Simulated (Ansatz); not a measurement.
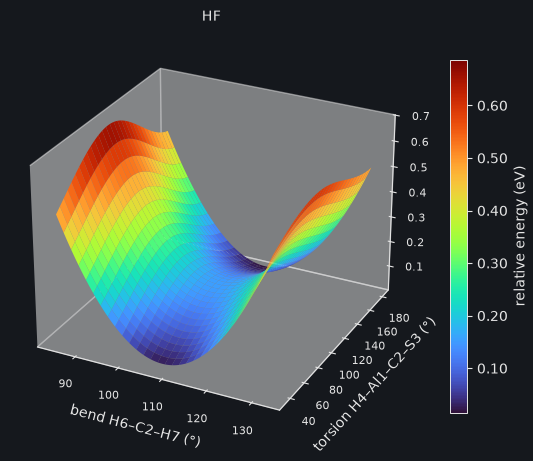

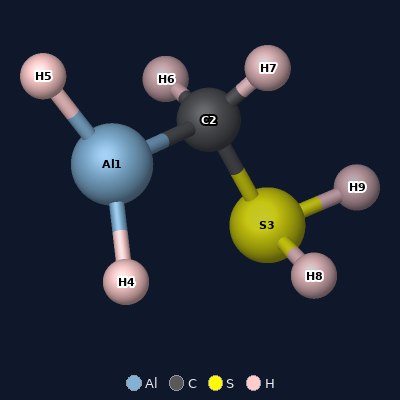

Energy landscape of CH₆AlS⁺, SMILES [AlH2][CH2][SH2+], singlet over the bend H6–C2–H7 and the torsion H4–Al1–C2–S3. Method named on the plot, def2-TZVPP, the Ansatz code 0.2.0, cores frozen in correlated methods. A bend and then a torsion are set rigidly from the minimum (PBE0-D4/def2-TZVP); energies less that of the minimum; in a bend the first-named atom and what hangs on it turn. The map is drawn from 7 × 5 computed points, interpolated.

Which computed point is the lowest, and which the highest?

Answer. Lowest at 109° and 180° (0.02 eV), highest at 85° and 108° (0.68 eV).

How does the best value of the first coordinate follow the second?

Answer. It moves little, from 108.3 to 108.4°, as the second goes from 36 to 180° (from a spline through the points).
